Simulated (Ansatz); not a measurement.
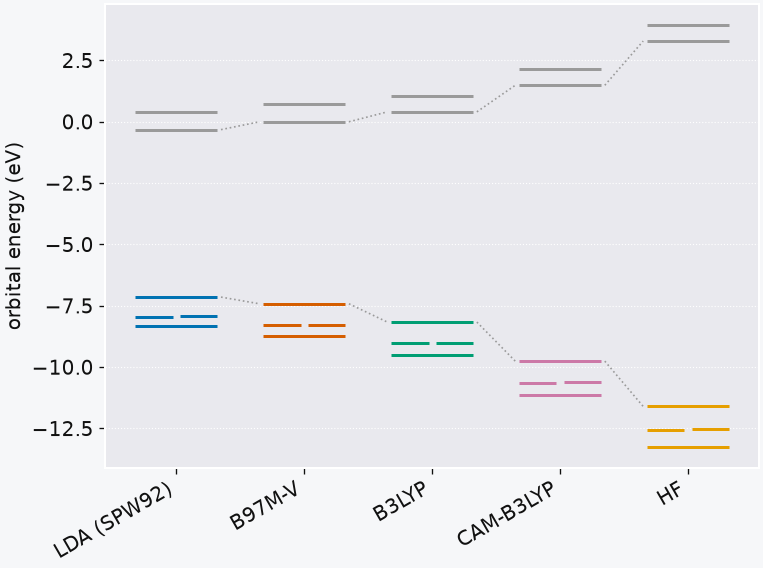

Frontier orbital energies of C₆H₁₄F₂Si, SMILES CC(C)(C)C[Si](C)(F)F at one geometry, def2-TZVPP, the Ansatz code 0.2.0, at a PBE0-D4/def2-TZVP geometry (no frequency check). Empty levels are grey, levels within 0.1 eV stand side by side; all columns show the same few orbitals around the gap. Dotted lines join the HOMOs and the LUMOs.

**How do the frontier levels move from column to column?**

The separation grows from 6.83 eV (LDA (SPW92)) to 14.89 eV (HF).

| level | HOMO (eV) | LUMO (eV) | separation (eV) |
| --- | --- | --- | --- |
| LDA (SPW92) | −7.15 | −0.32 | 6.83 |
| B97M-V | −7.42 | 0.00 | 7.42 |
| B3LYP | −8.16 | 0.40 | 8.57 |
| CAM-B3LYP | −9.76 | 1.49 | 11.24 |
| HF | −11.60 | 3.29 | 14.89 |

Limits of at least one run: empty levels above zero depend strongly on the basis; one conformer of a flexible molecule.
